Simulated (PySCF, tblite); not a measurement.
**C₃H₇S radical: geometry, infrared bands and EPR parameters**

Aim: predict the infrared bands and EPR parameters of C₃H₇S radical (`[CH2]CSC`).

Programs: tblite 0.8.0 and PySCF 2.14.0, with density-fitted response routines of our own. Each step states its level of theory. These are calculated values for one molecule in the gas phase, unless marked as measured. Atoms count from 0, in the outputs and in this text.

## (1) The starting structure

11 atoms, charge 0, multiplicity 2; geometry from: force field or distance geometry start.

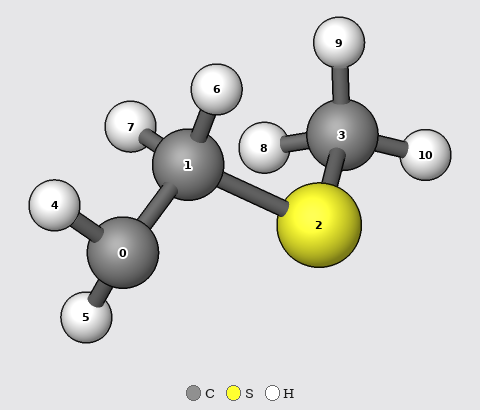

The starting geometry (carbon grey, sulfur yellow, hydrogen white), atoms numbered.

## (2) Geometry optimisation with GFN2-xTB

Job settings and geometry (Å):

```
{"job": {"kind": "relax", "xc": "GFN2-xTB", "basis": "xTB"}, "charge": 0, "multiplicity": 2}
C      2.129900     0.350000     0.710500
C      0.806100    -0.303900     0.389100
S     -0.578900     0.453100     1.289000
C     -2.035800     0.104600     0.223200
H      2.928400    -0.277700     0.273900
H      2.082300     1.371500     0.250800
H      0.826900    -1.385800     0.686000
H      0.625300    -0.303500    -0.698800
H     -1.809600     0.593100    -0.724400
H     -1.989600    -1.004600     0.032400
H     -2.979600     0.405800     0.702000
```

On the command line:

```
$ OMP_NUM_THREADS=1 python probes_run.py task.json out
```

One launch serves the whole session: the jobs run in the order shown.

**Question.** This job is followed by: GFN2-xTB harmonic vibrations, gas phase; UKS B3LYP, pcH-1 on C H S, non-relativistic, mean-field spin-orbit, GIAO. What will the session give for the following? strongest single infrared mode (GFN2-xTB); zero-point energy (GFN2-xTB); g(iso) (B3LYP); ⟨S²⟩; largest a(iso) (averaged by class); potential on the surface of density 0.002 e/bohr³, 1st and 99th percentile.

The runs gave:

| quantity | value |
| --- | --- |
| strongest single infrared mode (GFN2-xTB) | 660 cm⁻¹, 61 km/mol |
| zero-point energy (GFN2-xTB) | 55.0 kcal/mol |
| g(iso) (B3LYP) | 2.00300 |
| ⟨S²⟩ | 0.757 (exact 0.75) |
| largest a(iso) (averaged by class) | 13C on C0, 82.3 MHz |
| potential on the surface of density 0.002 e/bohr³, 1st and 99th percentile | -1.12 V and 0.90 V |

What this shows: Relaxing lowered the energy by 0.814 eV in 133 steps; the close pair that moved most is C1–S2, from 1.817 to 1.933 Å. No mode is imaginary among the 27: a minimum at this level. The strongest single mode, at 660 cm⁻¹, is spread over several atoms, H5, H4, C0 among them. GFN2-xTB is a fitted tight-binding method: band positions and strengths are rough. Its intensities can rank the bands wrongly. Most of the unpaired spin sits on C0 (0.96 e). The isotropic g lies 0.7 ppt above the free-electron value. These values are for one conformer; the search (at its own cheap level) found 2 more, at 0.00, 2.12 kcal/mol (those within 0.05 may be mirror or relabelled copies), and measured spectra average over such forms.
